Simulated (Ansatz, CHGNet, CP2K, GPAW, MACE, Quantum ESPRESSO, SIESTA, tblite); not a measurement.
**SIESTA runs on random packing of Si31O39C14H16 (at. %) (83 atoms)**

Aim: run random packing of Si31O39C14H16 (at. %) (83 atoms) in SIESTA and see how near its forces come to a plane-wave reference, and at what cost.

Calculated with SIESTA 5.4.2; the method is named at each step.

## Step 1: The structure

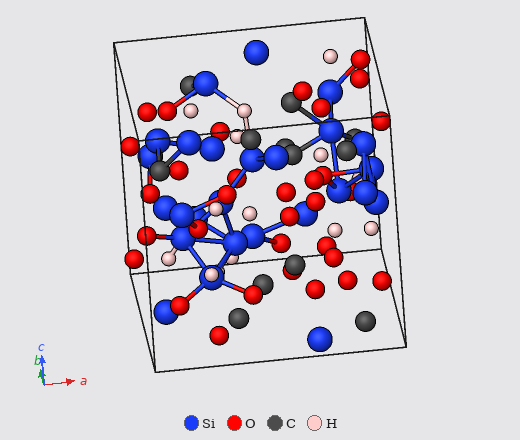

The starting structure, seen slightly off an axis (silicon blue, oxygen red, carbon dark grey, hydrogen pink). Bonds to atoms that aren't drawn are left out. Some periodic images of atoms are drawn too.

The cell holds 83 atoms: 26 Si, 32 O, 12 C and 13 H. Cell: a = 10.052 Å, b = 10.052 Å, c = 10.052 Å, α = 90.0°, β = 90.0°, γ = 90.0°. 83 atoms (26 Si, 32 O, 12 C, 13 H) packed at random in a cube at 2.29 g/cm³ and pushed apart as soft spheres; a start for melting by ab initio MD, not an equilibrated structure. Then every atom was moved at random, 0.03 Å r.m.s. a Cartesian component (hydrogen 0.6 of that).

The yardstick, on the same geometry:

* method: Kohn-Sham DFT, PBE, SSSP efficiency 1.3.0 pseudopotentials, plane waves (Quantum ESPRESSO 7.5); sssp-pbe-1.3.0-efficiency, cutoffs 60/480 Ry, Γ point
* r.m.s. force component: 1.849 eV/Å
* longest force: 8.783 eV/Å
* pressure: -12.42 GPa
* time: 4.4 min on 4 MPI ranks of Arm Neoverse V2, shared host
* CPU time: 18 min

## Step 2: PBE, DZP, shift 0.01 Ry, mesh 500 Ry

Method: Kohn-Sham DFT, PBE, PseudoDojo 0.4.1 norm-conserving pseudopotentials (converted to PSML), numerical atomic orbitals (DZP), diagonalisation.

The .psml files are PseudoDojo norm-conserving potentials that we converted to this format, checked against plane waves on the same files for H, C, O, Si, Ge and Ca alone.

File input.fdf:

```
SystemLabel cell
NumberOfAtoms 83
NumberOfSpecies 4
%block ChemicalSpeciesLabel
  1 14 Si
  2 8 O
  3 6 C
  4 1 H
%endblock ChemicalSpeciesLabel
LatticeConstant 1.0 Ang
%block LatticeVectors
  10.05190 0.00000 0.00000
  0.00000 10.05190 0.00000
  0.00000 0.00000 10.05190
%endblock LatticeVectors
PAO.BasisSize DZP
PAO.EnergyShift 0.01 Ry
XC.Functional GGA
XC.Authors PBE
MeshCutoff 500 Ry
%block kgrid_Monkhorst_Pack
  1 0 0 0.0
  0 1 0 0.0
  0 0 1 0.0
%endblock kgrid_Monkhorst_Pack
SolutionMethod diagon
OccupationFunction FD
ElectronicTemperature 580 K
SCF.Mixer.Method Pulay
SCF.Mixer.Weight 0.15
SCF.Mixer.History 8
SCF.Mix Hamiltonian
MaxSCFIterations 300
SCF.DM.Tolerance 1e-04
SCF.H.Tolerance 1.0e-3 eV
WriteForces T
Write.HirshfeldPop T
Write.VoronoiPop T
Write.DM F
Write.H F
XML.Write F
AtomicCoordinatesFormat Fractional
%block AtomicCoordinatesAndAtomicSpecies
  0.32963 0.68336 0.92186 1
  0.16151 0.16413 0.59123 1
  0.90829 0.27986 0.76941 1
  0.18453 0.52160 0.33826 1
  0.47877 0.78474 0.20318 1
  0.82064 0.59675 0.44293 1
  0.15524 0.95883 0.28654 1
  0.34309 0.50165 0.48420 1
  0.10484 0.89241 0.54332 1
  0.09615 0.50625 0.03552 1
  0.27630 0.36353 0.22535 1
  0.25325 0.72929 0.32775 1
  0.88752 0.08175 0.64462 1
  0.83321 0.86904 0.75130 1
  0.19921 0.01114 0.96568 1
  0.55980 0.96691 0.91073 1
  0.69277 0.76808 0.28365 1
  0.09541 0.28824 0.86671 1
  0.67045 0.14024 0.00985 1
  0.31331 0.35766 0.77977 1
  0.81246 0.67284 0.66998 1
  0.94051 0.25712 0.52338 1
  0.39289 0.56174 0.27797 1
  0.48188 0.52552 0.64424 1
  0.56347 0.33862 0.72338 1
  0.94561 0.45979 0.58204 1
  0.79574 0.12265 0.25882 2
  0.94981 0.37613 0.13208 2
  0.13429 0.26496 0.16078 2
  0.01792 0.98099 0.07120 2
  0.60643 0.48924 0.16735 2
  0.87813 0.77280 0.35861 2
  0.27698 0.19731 0.04522 2
  0.68621 0.02849 0.74412 2
  0.03562 0.43726 0.40012 2
  0.75262 0.29282 0.93689 2
  0.08195 0.73003 0.45269 2
  0.10077 0.83233 0.75963 2
  0.93435 0.59055 0.91671 2
  0.59874 0.90745 0.10741 2
  0.60187 0.36823 0.45158 2
  0.23165 0.29837 0.46783 2
  0.77374 0.84956 0.10075 2
  0.37915 0.76882 0.67223 2
  0.96157 0.85060 0.88662 2
  0.67676 0.28214 0.16506 2
  0.69814 0.50088 0.92650 2
  0.16839 0.65826 0.83091 2
  0.61465 0.65033 0.43494 2
  0.39261 0.93376 0.31510 2
  0.34643 0.18013 0.65310 2
  0.43386 0.78761 0.45681 2
  0.42842 0.26823 0.17436 2
  0.69598 0.19146 0.58072 2
  0.99888 0.47665 0.77378 2
  0.75196 0.46810 0.56977 2
[... 23 atom lines left out ...]
  0.46595 0.55562 0.84332 4
  0.43974 0.29877 0.51075 4
  0.26192 0.16775 0.32216 4
  0.93087 0.97748 0.31987 4
%endblock AtomicCoordinatesAndAtomicSpecies
```

The run is started by

```
$ OMP_NUM_THREADS=1 mpirun -np 2 siesta < input.fdf > output.txt
```

The program printed:

```text
Version         : 5.4.2
reinit: System Name:
reinit: System Label: cell
initatom: Reading input for the pseudopotentials and atomic orbitals ----------
Species number:   1 Atomic number:   14 Label: Si
Species number:   2 Atomic number:    8 Label: O
Species number:   3 Atomic number:    6 Label: C
Species number:   4 Atomic number:    1 Label: H
Ground state valence configuration (from tables):   3s02  3p02  3d00  4f00
Ground state valence configuration (from tables):   2s02  2p04  3d00  4f00
Ground state valence configuration (from tables):   2s02  2p02  3d00  4f00
Ground state valence configuration (from tables):   1s01  2p00  3d00  4f00
---- Processing specs for species: Si
GGA--PBE XC_GGA_X_PBE--XC_GGA_C_PBE pb
---- Processing specs for species: O
GGA--PBE XC_GGA_X_PBE--XC_GGA_C_PBE pb
---- Processing specs for species: C
GGA--PBE XC_GGA_X_PBE--XC_GGA_C_PBE pb
---- Processing specs for species: H
GGA--PBE XC_GGA_X_PBE--XC_GGA_C_PBE pb
Si pseudopotential only contains V_ls up to l=2 -- lmxkb reset.
O pseudopotential only contains V_ls up to l=2 -- lmxkb reset.
C pseudopotential only contains V_ls up to l=1 -- lmxkb reset.
H pseudopotential only contains V_ls up to l=1 -- lmxkb reset.
Using PAO.SplitTailNorm
%block ChemicalSpeciesLabel
    1   14 Si                      # Species index, atomic number, species label
    2    8 O                       # Species index, atomic number, species label
    3    6 C                       # Species index, atomic number, species label
    4    1 H                       # Species index, atomic number, species label
%endblock ChemicalSpeciesLabel
%block PAO.Basis                 # Define Basis set
Si                    2                    # Species label, number of l-shells
 n=3   0   2                         # n, l, Nzeta
   5.392      3.847
   1.000      1.000
 n=3   1   2 P   1                   # n, l, Nzeta, Polarization, NzetaPol
   6.844      4.952
[...]
O                     2                    # Species label, number of l-shells
 n=2   0   2                         # n, l, Nzeta
[...]
n=2   1   2 P   1                   # n, l, Nzeta, Polarization, NzetaPol
[...]
C                     2                    # Species label, number of l-shells
 n=2   0   2                         # n, l, Nzeta
[...]
n=2   1   2 P   1                   # n, l, Nzeta, Polarization, NzetaPol
[...]
H                     1                    # Species label, number of l-shells
 n=1   0   2 P   1                   # n, l, Nzeta, Polarization, NzetaPol
   5.233      3.529
   1.000      1.000
%endblock PAO.Basis
coor:   Atomic-coordinates input format  =     Fractional
siesta: System type = bulk
initatomlists: Number of atoms, orbitals, and projectors:     83   975  1045
siesta: ******************** Simulation parameters ****************************
Total number of electrons:   357.000000
Total ionic charge:   357.000000
 Kpoints in:            1 . Kpoints trimmed:            1
siesta: k-grid: Number of k-points = 1
siesta: k-points from Monkhorst-Pack grid
siesta: k-cutoff (effective) =     5.026 Ang
siesta: k-point supercell and displacements
siesta: k-grid:     1     0     0      0.000
siesta: k-grid:     0     1     0      0.000
siesta: k-grid:     0     0     1      0.000
                     ====================================
                        Single-point calculation
                     ====================================
outcell: Unit cell vectors (Ang):
       10.051900    0.000000    0.000000
        0.000000   10.051900    0.000000
        0.000000    0.000000   10.051900
outcell: Cell vector modules (Ang)   :   10.051900   10.051900   10.051900
outcell: Cell angles (23,13,12) (deg):     90.0000     90.0000     90.0000
outcell: Cell volume (Ang**3)        :   1015.6509
Gamma-point calculation with multiply-connected orbital pairs
Gamma-point calculation with multiply-connected orbital pairs
Folding of H and S implicitly performed
Folding of H and S implicitly performed
new_DM -- step:     1
Initializing Density Matrix...
Attempting to read DM from file... Failed...
DM filled with atomic data:
InitMesh: MESH = 144 x 144 x 144 = 2985984
InitMesh: Mesh cutoff (required, used) =   500.000   567.193 Ry
stepf: Fermi-Dirac step function
        iscf     Eharris(eV)        E_KS(eV)     FreeEng(eV)     dDmax    Ef(eV) dHmax(eV)
   scf:    1   -19058.552792   -19268.747451   -19268.970068  1.718291 -5.243224 26.724026
   scf:    2   -17962.503315   -18999.842409   -19000.192384  1.490603 -4.787042 71.550150
   scf:    3   -19058.110680   -19336.418149   -19336.737593  1.458432 -4.993639 21.907698
[...]
scf:   34   -19388.746323   -19388.746318   -19389.157879  0.000047 -5.202611  0.001409
   scf:   35   -19388.746324   -19388.746321   -19389.157879  0.000029 -5.202583  0.000852
SCF Convergence by DM+H criterion
max |DM_out - DM_in|         :     0.0000294554
max |H_out - H_in|      (eV) :     0.0008517345
SCF cycle converged after 35 iterations
Using DM_out to compute the final energy and forces
siesta: E_KS(eV) =           -19388.7463
siesta: E_KS - E_eggbox =    -19388.7463
siesta: Atomic forces (eV/Ang):
     1   -1.712729   -0.499406   -2.218973
     2    3.207935    0.986297    0.146954
     3   -3.821901    1.148953    2.203881
[...]
82   -0.556430   -0.419621   -0.041791
    83    0.188748    0.536464    0.263878
----------------------------------------
   Tot    0.001257   -0.000916    0.008055
----------------------------------------
   Max    8.587221
   Res    1.825270    sqrt( Sum f_i^2 / 3N )
----------------------------------------
   Max    8.587221    constrained
Stress tensor Voigt[x,y,z,yz,xz,xy] (kbar):      146.28       93.90      119.16       -0.25      -29.27        1.82
(Free)E + p*V (eV/cell)   -19465.0880
Target enthalpy (eV/cell)   -19389.1579
siesta: Program's energy decomposition (eV):
siesta: Ebs     =     -4244.519571
siesta: Eions   =     29812.315508
siesta: Ena     =      5581.282967
siesta: Ekin    =     11559.261966
siesta: Enl     =     -1616.900503
siesta: DEna    =       226.637968
siesta: DUscf   =        14.918610
siesta: Ex      =     -4920.795664
siesta: Ec      =      -420.836158
siesta: Exc     =     -5341.631822
siesta: Eharris =    -19388.746324
siesta: Etot    =    -19388.746321
siesta: FreeEng =    -19389.157879
siesta: Final energy (eV):
siesta:  Band Struct. =   -4244.519571
siesta:       Kinetic =   11559.261966
siesta:       Hartree =    5884.991451
siesta:         Exch. =   -4920.795664
siesta:         Corr. =    -420.836158
siesta:   Exch.-corr. =   -5341.631822
siesta:  Ion-electron =  -21715.251373
siesta:       Ion-ion =   -9776.116544
siesta:         Total =  -19388.746321
siesta:         Fermi =      -5.202583
siesta: Stress tensor (static) (eV/Ang**3):
siesta:     0.091299    0.001135   -0.018266
siesta:     0.001134    0.058607   -0.000159
siesta:    -0.018266   -0.000159    0.074374
siesta: Cell volume =       1015.650948 Ang**3
siesta: Pressure (static):
siesta:                Solid            Molecule  Units
siesta:          -0.00081424         -0.00069898  Ry/Bohr**3
siesta:          -0.07476009         -0.06417769  eV/Ang**3
siesta:        -119.77886275       -102.82400027  kBar
    Orbital volume contribution        =          33.423632 eV
    (Free)E + p_basis*V_orbitals       =      -19355.734248 eV
    (Free)Eharris+ p_basis*V_orbitals  =      -19355.734251 eV
Hirshfeld Atomic Populations:
Atom #   charge [q] valence [e]  Species
     1     0.189866    3.810134  Si
     2     0.186678    3.813322  Si
     3     0.179457    3.820543  Si
[...]
27    -0.128952    6.128952  O
    28    -0.159622    6.159622  O
    29    -0.119552    6.119552  O
[...]
59     0.118273    3.881727  C
    60    -0.045903    4.045903  C
    61     0.128148    3.871852  C
[...]
71     0.035809    0.964191  H
    72     0.002513    0.997487  H
    73    -0.067394    1.067394  H
[...]
--------------------
 Total    -0.000027
Voronoi Atomic Populations:
Atom #   charge [q] valence [e]  Species
[...]
25     0.280454    3.719546  Si
    26     0.255000    3.745000  Si
[...]
57    -0.282730    6.282730  O
    58    -0.155538    6.155538  O
[...]
69    -0.018812    4.018812  C
    70    -0.105556    4.105556  C
[...]
82    -0.019402    1.019402  H
    83    -0.050002    1.050002  H
--------------------
 Total    -0.000027
```

It took 5.5 min on 2 MPI ranks of Arm Neoverse V2, shared host; peak memory 2.1 GiB; 11 min of CPU time.

Banners, paths, timers and routine set-up lines are dropped from the logs unmarked, and long logs keep their key lines alone; longer cuts are marked.

Compared with the plane-wave run:

| Quantity | Value |
| --- | --- |
| r.m.s. force component | 1.825 eV/Å |
| r.m.s. difference of force components | 131.4 meV/Å |
| longest difference of force vectors | 578.4 meV/Å |
| force difference over r.m.s. force | 7.107 % |
| slope of forces against the reference's | 0.9847 |
| correlation of force components | 0.9975 |
| pressure | -11.98 GPa |
| pressure difference | 0.4448 GPa |

Length of the force difference by element (eV/Å):

| element | atoms | mean | most |
| --- | --- | --- | --- |
| C | 12 | 0.17 | 0.34 |
| H | 13 | 0.054 | 0.081 |
| O | 32 | 0.22 | 0.58 |
| Si | 26 | 0.25 | 0.51 |

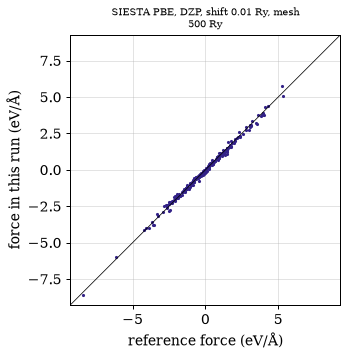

Force components against those of the reference; the line marks equality.

Local excerpt of 9 atoms (numbers count through the whole input) about Si4, which bears the longest force; x, y, z are measured from there.

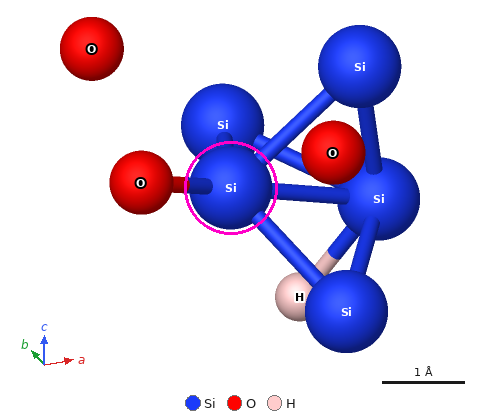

The atoms of the table, within 2.7 Å (arrows a, b, c point along x, y, z); some may hide others; the central atom is ringed.

| atom | x | y | z | distance (Å) | Hirshfeld charge (e) | Fx | Fy | Fz (eV/Å) |
| --- | --- | --- | --- | --- | --- | --- | --- | --- |
| Si4 | 0.00 | 0.00 | 0.00 | 0.00 | 0.10 | -8.59 | -2.00 | 1.59 |
| O35 | -1.50 | -0.85 | 0.62 | 1.83 | -0.17 | -0.17 | 1.62 | 0.40 |
| Si11 | 0.92 | -1.59 | -1.13 | 2.16 | 0.19 | 1.52 | -6.01 | -4.11 |
| Si8 | 1.59 | -0.20 | 1.47 | 2.18 | 0.13 | -2.61 | -2.13 | 4.40 |
| Si12 | 0.69 | 2.09 | -0.11 | 2.20 | 0.13 | -1.44 | 4.29 | 1.03 |
| Si23 | 2.09 | 0.40 | -0.61 | 2.22 | 0.09 | 5.76 | 0.20 | -3.78 |
| O37 | -1.03 | 2.10 | 1.15 | 2.60 | -0.17 | 3.75 | 1.22 | -0.18 |
| O42 | 0.47 | -2.24 | 1.30 | 2.64 | -0.18 | 0.87 | -0.90 | -0.25 |
| H77 | 1.35 | 1.12 | -2.09 | 2.73 | -0.05 | 0.20 | 0.14 | -1.01 |

Forces lie 7.1 % from the reference's, at 0.62 times its CPU time (on 2 against 4 cores).

## Step 3: PBE, SZP, shift 0.01 Ry, mesh 500 Ry

Method: Kohn-Sham DFT, PBE, PseudoDojo 0.4.1 norm-conserving pseudopotentials (converted to PSML), numerical atomic orbitals (SZP), diagonalisation.

input.fdf, as its differences from that of step 2:

```diff
@@ -15,3 +15,3 @@
 %endblock LatticeVectors
-PAO.BasisSize DZP
+PAO.BasisSize SZP
 PAO.EnergyShift 0.01 Ry
```

The program printed:

```text
Version         : 5.4.2
reinit: System Name:
reinit: System Label: cell
initatom: Reading input for the pseudopotentials and atomic orbitals ----------
Species number:   1 Atomic number:   14 Label: Si
Species number:   2 Atomic number:    8 Label: O
Species number:   3 Atomic number:    6 Label: C
Species number:   4 Atomic number:    1 Label: H
Ground state valence configuration (from tables):   3s02  3p02  3d00  4f00
Ground state valence configuration (from tables):   2s02  2p04  3d00  4f00
[... lines left out ...]
        iscf     Eharris(eV)        E_KS(eV)     FreeEng(eV)     dDmax    Ef(eV) dHmax(eV)
[... lines left out ...]
SCF Convergence by DM+H criterion
[... lines left out ...]
SCF cycle converged after 41 iterations
[... lines left out ...]
   Max   10.673831
[... lines left out ...]
   Max   10.673831    constrained
Stress tensor Voigt[x,y,z,yz,xz,xy] (kbar):      115.46       55.93       89.88        0.01      -32.63        2.18
[... lines left out ...]
siesta: FreeEng =    -19369.365102
[... lines left out ...]
siesta:         Fermi =      -5.187106
[... lines left out ...]
siesta:          -0.05435641         -0.05028101  eV/Ang**3
siesta:         -87.08856750        -80.55906329  kBar
    Orbital volume contribution        =          27.821144 eV
    (Free)E + p_basis*V_orbitals       =      -19341.543958 eV
    (Free)Eharris+ p_basis*V_orbitals  =      -19341.543957 eV
Hirshfeld Atomic Populations:
Atom #   charge [q] valence [e]  Species
     1     0.202618    3.797382  Si
     2     0.189684    3.810316  Si
     3     0.186233    3.813767  Si
[...]
27    -0.136082    6.136082  O
    28    -0.130511    6.130511  O
    29    -0.120289    6.120289  O
[...]
59     0.106371    3.893629  C
    60    -0.065851    4.065851  C
    61     0.115766    3.884234  C
[...]
71     0.032493    0.967507  H
    72     0.007695    0.992305  H
    73    -0.067458    1.067458  H
[...]
--------------------
 Total    -0.000026
Voronoi Atomic Populations:
Atom #   charge [q] valence [e]  Species
[...]
25     0.326040    3.673960  Si
    26     0.310253    3.689747  Si
[...]
57    -0.305738    6.305738  O
    58    -0.164755    6.164755  O
[...]
69    -0.046623    4.046623  C
    70    -0.149649    4.149649  C
[...]
82    -0.041824    1.041824  H
    83    -0.069321    1.069321  H
--------------------
 Total    -0.000026
```

It took 5 min on 2 MPI ranks; peak memory 1.9 GiB.

Compared with the plane-wave run:

```
r.m.s. force component                  : 1.986 eV/Å
r.m.s. difference of force components   : 468.1 meV/Å
longest difference of force vectors     : 2688 meV/Å
force difference over r.m.s. force      : 25.32 %
slope of forces against the reference's : 1.045
correlation of force components         : 0.9727
pressure                                : -8.709 GPa
pressure difference                     : 3.714 GPa
```

This is a coarse setting, run to see what it loses.

Against the first run (7.1 %), the force difference from the reference is 25 %, at 0.92 times the CPU time, with 682 basis functions against 975: the smaller basis costs accuracy.

## Step 4: PBE, SZ, shift 0.01 Ry, mesh 500 Ry

Method: Kohn-Sham DFT, PBE, PseudoDojo 0.4.1 norm-conserving pseudopotentials (converted to PSML), numerical atomic orbitals (SZ), diagonalisation.

input.fdf, as its differences from that of step 3:

```diff
@@ -15,3 +15,3 @@
 %endblock LatticeVectors
-PAO.BasisSize SZP
+PAO.BasisSize SZ
 PAO.EnergyShift 0.01 Ry
```

The run is started by

```
$ OMP_NUM_THREADS=1 siesta < input.fdf > output.txt
```

The program printed:

```text
Version         : 5.4.2
reinit: System Name:
reinit: System Label: cell
initatom: Reading input for the pseudopotentials and atomic orbitals ----------
Species number:   1 Atomic number:   14 Label: Si
Species number:   2 Atomic number:    8 Label: O
Species number:   3 Atomic number:    6 Label: C
Species number:   4 Atomic number:    1 Label: H
[... lines left out ...]
SCF Convergence by DM+H criterion
[... lines left out ...]
SCF cycle converged after 46 iterations
[... lines left out ...]
   Max   14.388503
[... lines left out ...]
   Max   14.388503    constrained
Stress tensor Voigt[x,y,z,yz,xz,xy] (kbar):      -18.00      -83.05      -35.74        4.25      -29.76       -3.31
[... lines left out ...]
siesta: FreeEng =    -19310.769026
[... lines left out ...]
siesta:         Fermi =      -4.515471
[... lines left out ...]
siesta:          45.59790976          1.16070045  kBar
[... lines left out ...]
     2     0.191903    3.808097  Si
     3     0.163111    3.836889  Si
[...]
27    -0.119554    6.119554  O
    28    -0.121275    6.121275  O
    29    -0.131657    6.131657  O
[...]
59     0.084675    3.915325  C
    60    -0.092251    4.092251  C
    61     0.096982    3.903018  C
[...]
71     0.028946    0.971054  H
    72    -0.001566    1.001566  H
    73    -0.088651    1.088651  H
[...]
--------------------
 Total    -0.000031
Voronoi Atomic Populations:
Atom #   charge [q] valence [e]  Species
[...]
25     0.280802    3.719198  Si
    26     0.306965    3.693035  Si
[...]
57    -0.267001    6.267001  O
    58    -0.145780    6.145780  O
[...]
69    -0.051086    4.051086  C
    70    -0.162110    4.162110  C
[...]
82    -0.043962    1.043962  H
    83    -0.052428    1.052428  H
--------------------
 Total    -0.000030
```

The job ended after 3.7 min (1 thread; peak memory 0.9 GiB).

Compared with the plane-wave run:

- r.m.s. force component: 2.267 eV/Å
- r.m.s. difference of force components: 1282 meV/Å
- longest difference of force vectors: 6806 meV/Å
- force difference over r.m.s. force: 69.32 %
- slope of forces against the reference's: 1.011
- correlation of force components: 0.8249
- pressure: 4.56 GPa
- pressure difference: 16.98 GPa

This is a coarse setting, run to see what it loses.

Against the first run (7.1 %), the force difference from the reference is 69 %, at 0.34 times the CPU time (on 1 against 2 cores), with 293 basis functions against 975: the smaller basis costs accuracy.

[end of part 1 of 2]

[Also dropped from logs without a mark: logging warnings of Python, and SIESTA's first energy breakdown and zero terms.]

[Logs are printed without paths, hosts, clocks, repeated set-up lines and the standing remarks that a program may print on its own settings, such as how far it seeks lower states.]

[Hosts, paths, dates, database ids (printed as entryN), source tags and the programs' standing remarks are cut or masked in the printed files.]
